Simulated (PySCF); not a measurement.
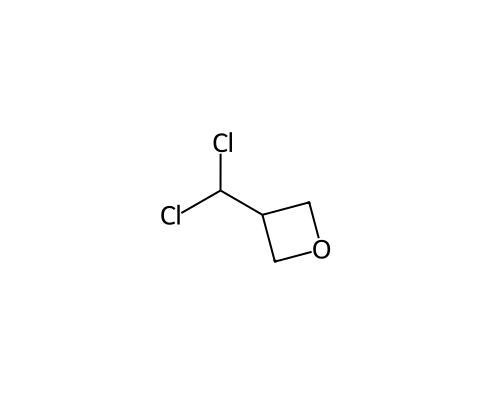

Question: Write the SMILES.

Answer: ClC(Cl)C1COC1

Question: What is the molecular formula?

Answer: C4H6Cl2O.

Question: An optimisation with PBE0-D3(BJ)/def2-SVP gave a structure of which point group?

Answer: Cs. Other conformers may differ.

More results for the same structure follow; atom numbers are the same in all pictures, views and colours differ. Computed geometry: PBE0-D3(BJ)/def2-SVP optimisation. No frequency run is at hand to confirm it as a minimum.

## Shape

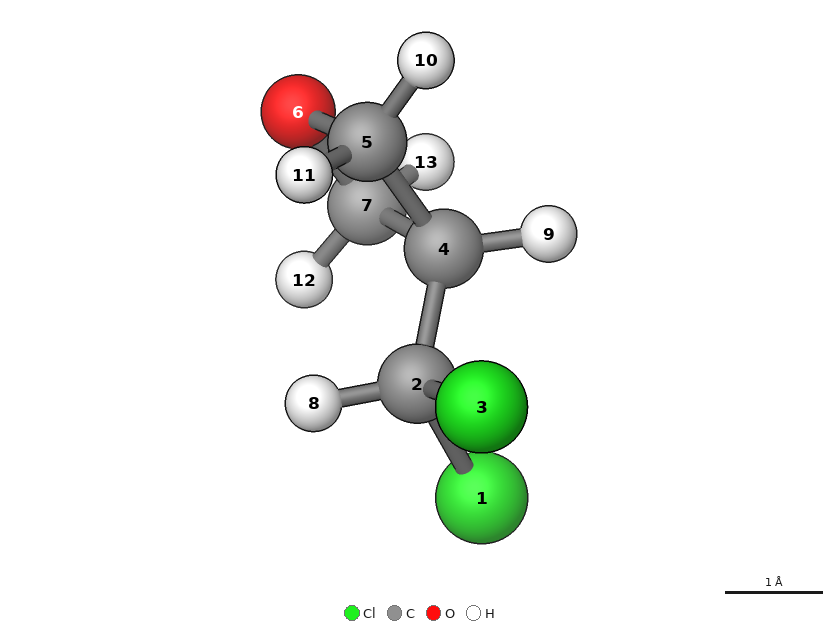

Numbered structure. No frequency run is at hand to confirm it as a minimum.

Give the bond lengths.

```
  bond  length (Å)   order
Cl1–C2       1.781  single
C2–Cl3       1.781  single
 C2–C4       1.505  single
 C2–H8       1.098  single
 C4–C5       1.536  single
 C4–C7       1.536  single
 C4–H9       1.099  single
 C5–O6       1.423  single
C5–H10       1.103  single
C5–H11       1.105  single
 O6–C7       1.423  single
C7–H12       1.105  single
C7–H13       1.103  single
```

## Dipole moment

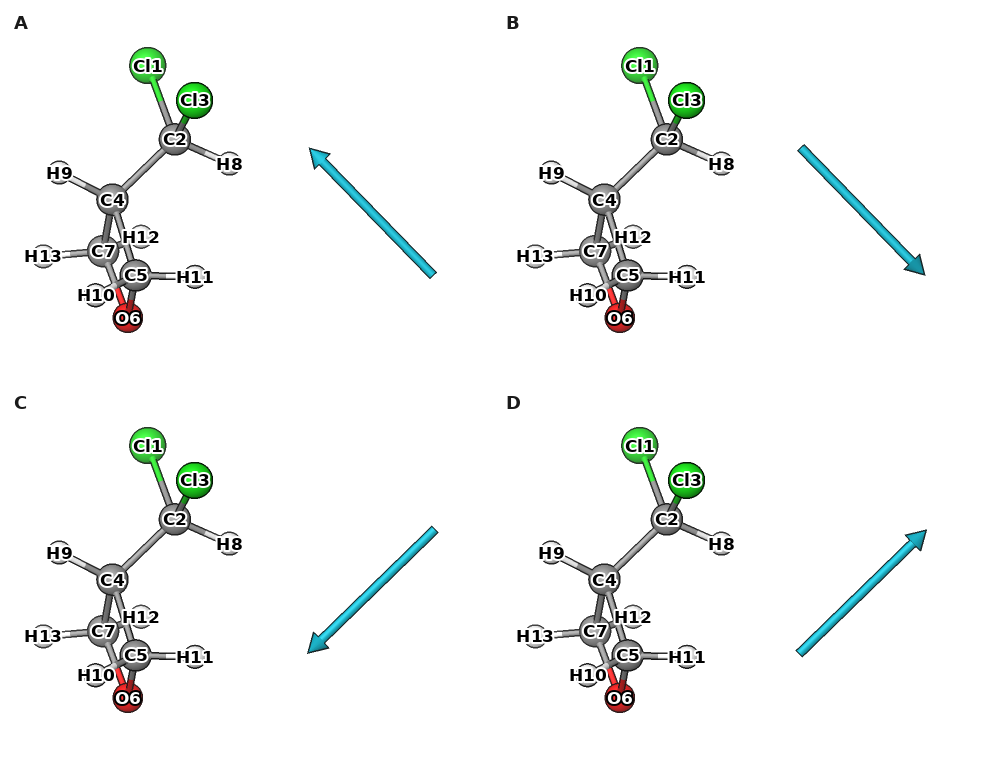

The same molecule four times, each with an arrow. No frequency run is at hand to confirm it as a minimum. Level of theory: PBE0/pcSseg-1 in acetonitrile (IEF-PCM) (PySCF 2.14.0).

Question: Which arrow points along the dipole moment, from the negative to the positive end?

Answer: C. The dipole moment is 0.61 D; it points from the side of Cl1, Cl3 to the side of H10, H13 (the outermost atoms at the two ends).

## Quadrupole coupling

No frequency run is at hand to confirm it as a minimum. Electric field gradients from the ground-state density, PBE0/pcSseg-1 in acetonitrile (IEF-PCM) (PySCF 2.14.0), non-relativistic apart from any core potentials.

Give the largest field-gradient component, the quadrupole coupling constant and the asymmetry for 35Cl at Cl1 (Q = −81.7 mb), 17O at O6 (Q = −25.6 mb), 2H at H8 (Q = 2.86 mb), 2H at H9 (Q = 2.86 mb), 2H at H10 (Q = 2.86 mb), 2H at H11 (Q = 2.86 mb).

```
atom  V_zz (a.u.)  e²qQ/h (MHz)     η
 Cl1        3.958         −76.0  0.05
  O6       −2.062         12.40  0.79
  H8        0.271         0.182  0.03
  H9        0.283         0.190  0.05
 H10        0.275         0.185  0.04
 H11        0.271         0.182  0.03
```

## Ring current

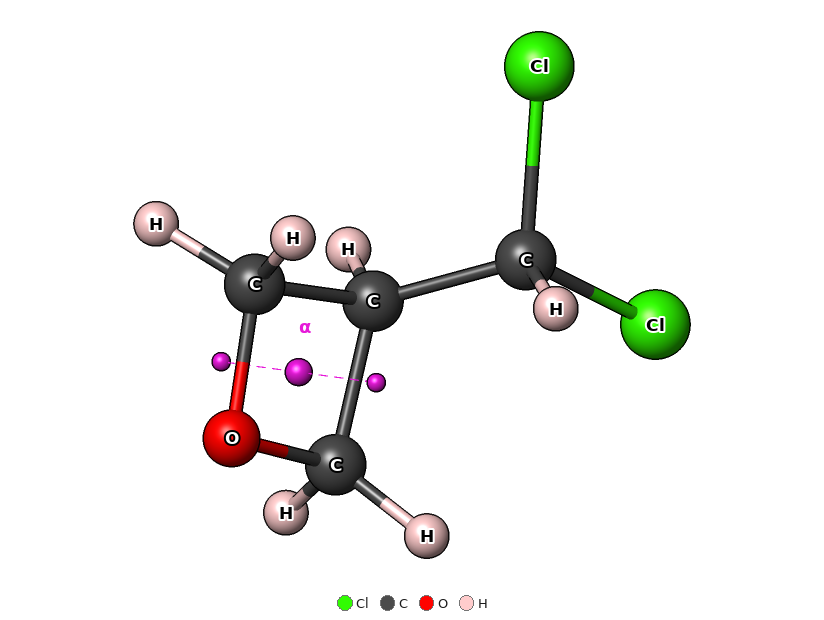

The small points mark where nucleus-independent chemical shifts (NICS) were computed: at the centre of each lettered ring and 1 Å above and below it. No frequency run is at hand to confirm it as a minimum. Level of theory: GIAO PBE0/pcSseg-1 NMR shielding, non-relativistic, IEF-PCM acetonitrile (PySCF 2.14.0).

Give NICS(0), NICS(1) and the out-of-plane component NICS(1)zz for each ring (means of the two sides).

```tsv
ring	members	NICS(0)	NICS(1)	NICS(1)zz
α	C3O	0.4	1.6	4.6
```

Values in ppm.
